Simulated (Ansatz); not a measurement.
# How Li+ BF4- in ethylene carbonate and dimethyl sulfoxide and propylene carbonate changes with temperature

How do cells made at different temperatures differ in energy, pressure, forces, levels, charges and cost?

Computed with Ansatz 0.2.0: Kohn-Sham DFT, r2SCAN+D3(BJ), PAW (set soft_2). Every run is a single point, with the atoms held where the recipe put them (cutoff of the plane-wave runs 500 eV, fixed occupations).

First member: 4 ethylene carbonate, 4 dimethyl sulfoxide, 6 propylene carbonate, 5 Li+, 5 BF4- placed at random, at 1.36 g/cm³; overlaps pushed apart, then 10 ps at 550 K with stiff harmonic cages for PF6 and BF4 with UFF radii; Joung-Cheatham ions (J. Phys. Chem. B 112, 9020 (2008)); MMFF94 bonds, angles, torsions, charges and radii (Halgren, J. Comput. Chem. 17, 490 (1996)) in harmonic and 12-6 forms; charges of ions scaled by 0.8. Snapshot after 30 ps at 260 K and fixed volume.

Last member: 4 ethylene carbonate, 4 dimethyl sulfoxide, 6 propylene carbonate, 5 Li+, 5 BF4- placed at random, at 1.17 g/cm³; overlaps pushed apart, then 10 ps at 550 K with stiff harmonic cages for PF6 and BF4 with UFF radii; Joung-Cheatham ions (J. Phys. Chem. B 112, 9020 (2008)); MMFF94 bonds, angles, torsions, charges and radii (Halgren, J. Comput. Chem. 17, 490 (1996)) in harmonic and 12-6 forms; charges of ions scaled by 0.8. Snapshot after 30 ps at 440 K and fixed volume.

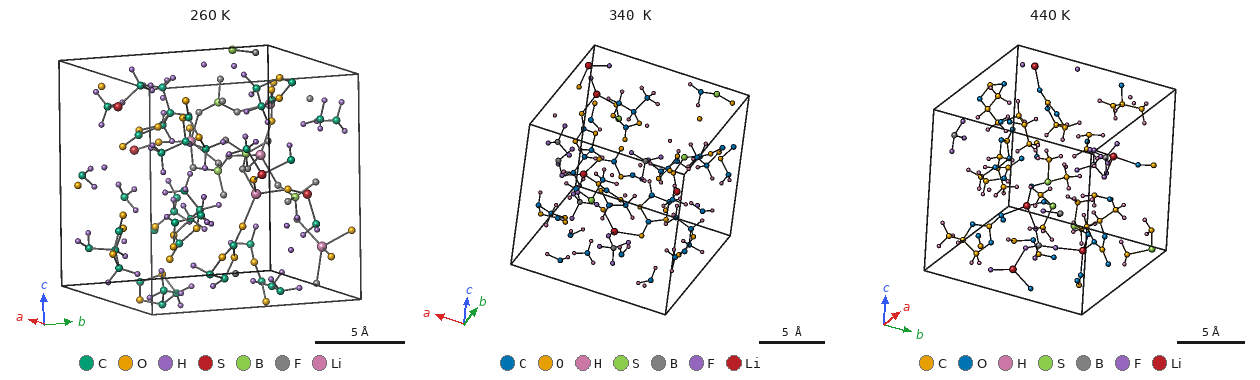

Three members of the series, labelled by temperature. Bonds to atoms that aren't drawn are left out. Some periodic images of atoms are drawn too.

The members:

```
temperature (K)      reduced formula  atoms  valence electrons  k-mesh        basis  density (g/cm³)
            260  Li5B5H76C44S4O34F20    188                650   1×1×1  plane waves             1.36
            300  Li5B5H76C44S4O34F20    188                650   1×1×1  plane waves             1.32
            340  Li5B5H76C44S4O34F20    188                650   1×1×1  plane waves             1.28
            380  Li5B5H76C44S4O34F20    188                650   1×1×1  plane waves             1.24
            440  Li5B5H76C44S4O34F20    188                650   1×1×1  plane waves             1.17
```

Each cell is one sample from a classical run, so sample-to-sample scatter enters every column; pressures lack the kinetic term, and hold the strain of bonds inside molecules, whose lengths the classical model set.

The input of the first member, without its atom lines; other members have their own cell and atoms, and may differ in mesh, basis and outputs:

```yaml
crystal:
  lattice:
    - [12.86078, 0.0, 0.0]
    - [0.0, 12.86078, 0.0]
    - [0.0, 0.0, 12.86078]
  atoms:
    [... 188 lines ...]
kpoints:
  mp_grid: { grid: [1, 1, 1] }
hamiltonian:
  xc: r2scan
  dispersion: d3bj
scf:
  occupations: { method: fixed }
output:
  forces: true
  stress: true
  populations: true
  dos:
    method: { smearing: { sigma: 0.08 } }
    de: 0.1
    projected: { site_lists: { B: [B], C: [C], F: [F], H: [H], Li: [Li] } }
  eigenvalues: true
  write_density: true
  write_potential: true
  volumetric_format: npy
```

Predict the trends along the series.

Results; charges are mean Löwdin charges in e:

```
temperature (K)  energy less the first member's (meV/atom)  pressure (GPa)  r.m.s. force (eV/Å)  gap (eV)   q(S)   q(B)  q(Li)
            260                                        0.0         -0.0197                 1.03                4.14  +1.23  +0.94  +0.79
            300                                       -5.0           0.268                0.981                4.34  +1.23  +0.94  +0.79
            340                                        6.0          -0.177                 1.04                4.56  +1.22  +0.95  +0.78
            380                                       18.4           0.483                 1.15                4.41  +1.20  +0.95  +0.79
            440                                       25.4           0.276                 1.15                4.54  +1.21  +0.95  +0.79
```

The gap is that between the highest filled and lowest empty Kohn-Sham level on the run's k-points, and semilocal functionals tend to put gaps under measured ones. The projection misses up to 0.044 e an atom, so the charges add up to more than the cell's charge.

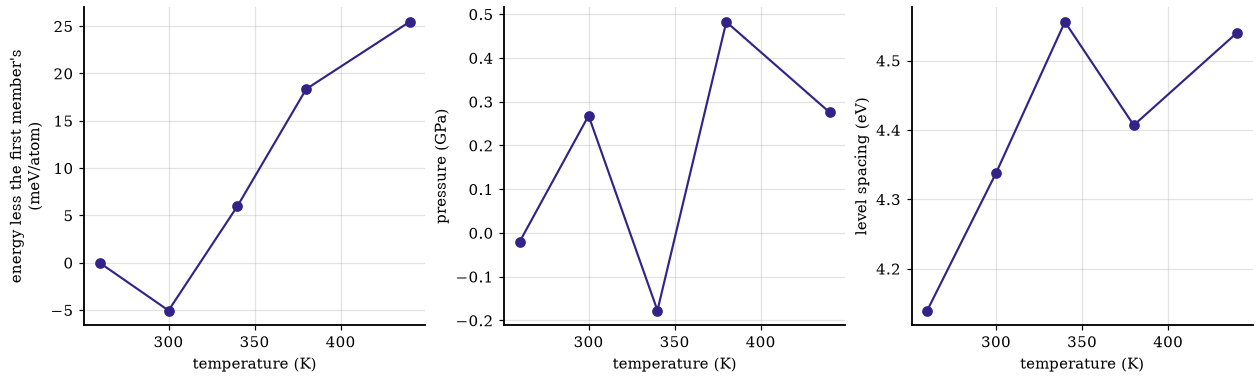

Results against temperature.

Cost on 8 threads of Arm Neoverse V2, shared host:

```
temperature (K)  atoms        basis  k-mesh  SCF cycles  time  host memory (GiB)
            260    188  plane waves   1×1×1          11  53 s                6.3
            300    188  plane waves   1×1×1          11  55 s                6.4
            340    188  plane waves   1×1×1          11  55 s                6.5
            380    188  plane waves   1×1×1          11  60 s                7.0
            440    188  plane waves   1×1×1          11  62 s                7.2
```

Times include the outputs that each run asked for, on hosts shared with other jobs.

The energy against the first member is lowest at 300 K (-5.0 meV/atom) and highest at 440 K (25.4 meV/atom), rising overall but not at every step; each member is a single configuration. The gap is lowest at 260 K (4.14 eV) and highest at 340 K (4.56 eV); in single samples it varies with the configuration. The mean charge on S lies between +1.20 and +1.23 e, falling overall but not at every step. The density spans 1.17 to 1.36 g/cm³, so the columns mix its effect with that of the temperature. The pressure is lowest at 340 K (-0.18 GPa) and highest at 380 K (0.48 GPa); the recipes set unlike densities, and the bond lengths of the classical model enter the pressure too.

Caveats: The network of contacts between molecules at the start is that of the classical potential that made the cell, and needn't be the one that DFT or experiment would give. The cells aren't relaxed by DFT, which could reorder their energies.

[Logs are printed without paths, hosts, clocks, repeated set-up lines and the standing remarks that a program may print on its own settings, such as how far it seeks lower states.]

[Hosts, paths, dates, database ids (printed as entryN), source tags and the programs' standing remarks are cut or masked in the printed files.]

[The MMFF94 radii named for the starting cell were scaled by 0.96; in molecules described by MMFF94, hydrogen bound to N, O or S took a small fixed 12-6 site in their place.]
